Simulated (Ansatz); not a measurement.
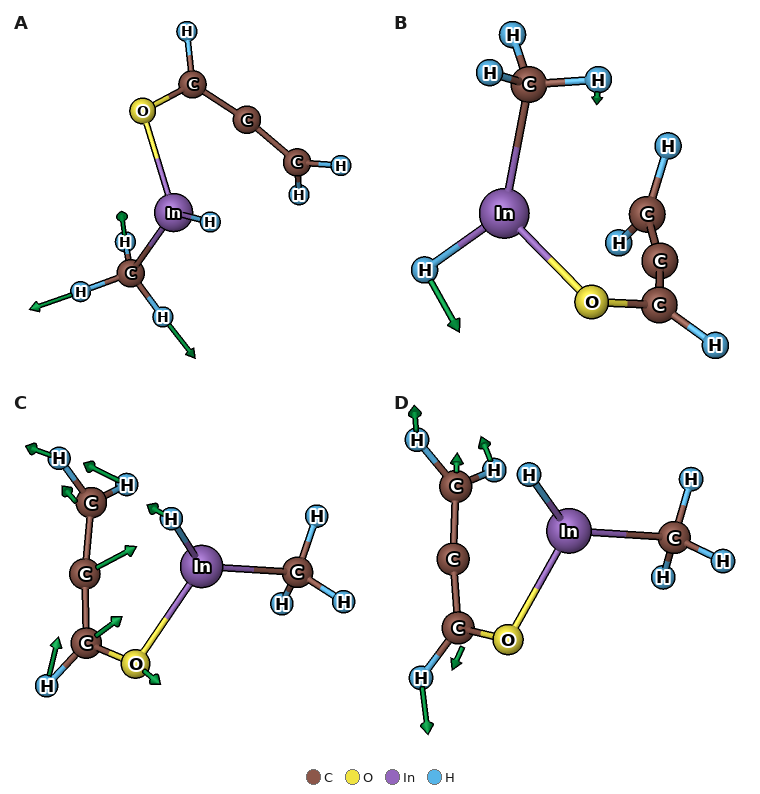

4 normal modes of one molecule or complex, as arrows. Harmonic vibrations computed with RKS PBE0-D4/def2-TZVP, core potentials on In (Ansatz 0.2.0) at a stationary point of the same level.

Match the panels to the wavenumbers 246 cm⁻¹, 481 cm⁻¹, 1056 cm⁻¹, 3065 cm⁻¹.

Answer. A: 3065 cm⁻¹, in-phase stretching of 3 C–H bonds
B: 481 cm⁻¹, angle bending
C: 246 cm⁻¹
D: 1056 cm⁻¹
